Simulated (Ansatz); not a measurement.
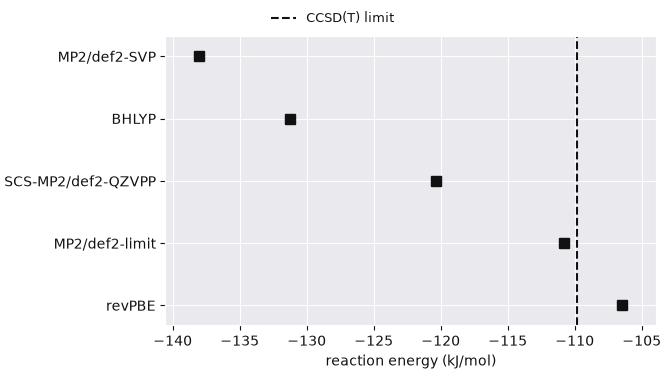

Electronic reaction energy of B₃H₅Se (BBB[SeH]) + HF (F) → BH₂SeF (FB[SeH]) + B₂H₄ (BB) (SMILES in brackets) at several levels (functionals in def2-TZVPP unless a basis is named), isolated molecules at PBE0-D4 triple-zeta geometries, minima by their frequencies, no zero-point or thermal terms, the Ansatz code 0.2.0. The line is frozen-core CCSD(T) at the basis limit (MP2 extrapolated from triple and quadruple zeta, plus CCSD(T) less MP2 in a smaller set). The distance of MP2/def2-SVP and SCS-MP2/def2-QZVPP to the limit includes basis error. The limit lies 4.5 kJ/mol from CCSD(T)/def2-TZVPP, so the line itself is uncertain by a part of that.

Q: What range do the values span, the line included?

A: From −138.0 kJ/mol (MP2/def2-SVP) to −106.4 kJ/mol (revPBE).

Q: Give the values.

A:
```tsv
level	kJ/mol	less CCSD(T) limit
MP2/def2-SVP	−138.0	−28.2
BHLYP	−131.3	−21.4
SCS-MP2/def2-QZVPP	−120.4	−10.5
MP2/def2-limit	−110.8	−1.0
revPBE	−106.4	3.4
CCSD(T) limit	−109.8	0.0
```

Known limits of this run: no scalar relativity up to krypton; outer-core shells are correlated without core-valence functions, which makes the correlated values less sure; one conformer of each flexible molecule.
